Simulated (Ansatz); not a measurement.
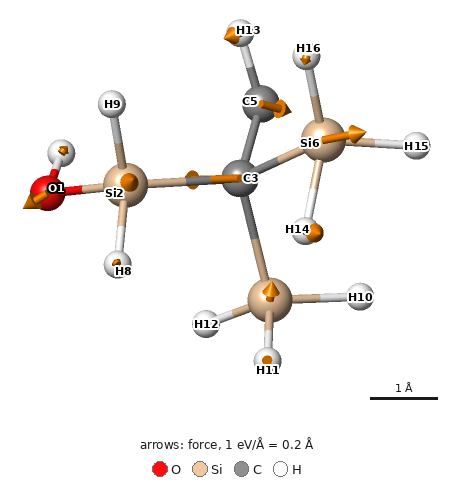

Starting geometry of C2H10OSi3 with the computed forces as orange arrows. The picture is a ball-and-stick view, seen at a tilt.

The run prepares an end point of a later path (hydrogen shift) calculation, from a guessed geometry.

All numbers below come from RKS revPBE/STO-3G in Ansatz. (no spin polarisation; force threshold 0.02 eV/Å; at most 50 steps)

Question: What follows when this structure is relaxed?

Answer: It isn't relaxed: the largest force vector, on a C atom, is 6.65 eV/Å. The final displacements have little in common with the starting forces (cosine between the two patterns 0.12). The atom that moves furthest after the best rigid fit is an H atom (1.88 Å). Largest moves by element: H 1.88 Å, C 1.66 Å, Si 1.01 Å, O 0.80 Å. Among the contacts that change: Si–Si 3.069 → 4.668 Å, C–Si 1.774 → 2.944 Å, Si–Si 3.113 → 3.600 Å, C–Si 2.279 → 1.888 Å. New bonds form: C–Si (2.28 → 1.89 Å). Bonds break: C–Si (1.77 → 2.94 Å). Bond angles that change, for instance: H–Si–H 130.8° → 108.6°, Si–C–Si 107.1° → 117.7°, Si–O–H 111.3° → 102.3°. Groups turn about O–Si by about 20°. After 23 accepted moves (25 points after the start) the energy has fallen by 6.121 eV. Largest force component: 6.4 eV/Å at the start, 0.016 eV/Å at the end. The line search rejected the trial steps at points 21, 22 of the run. The forces were under the threshold at step 23, but the run went on from there. Cost: 2 min on 1 thread of Arm Neoverse V1 (shared host), peak memory 0.14 GiB.

Limits of the set-up: STO-3G is a minimal basis, so the numbers are rough.
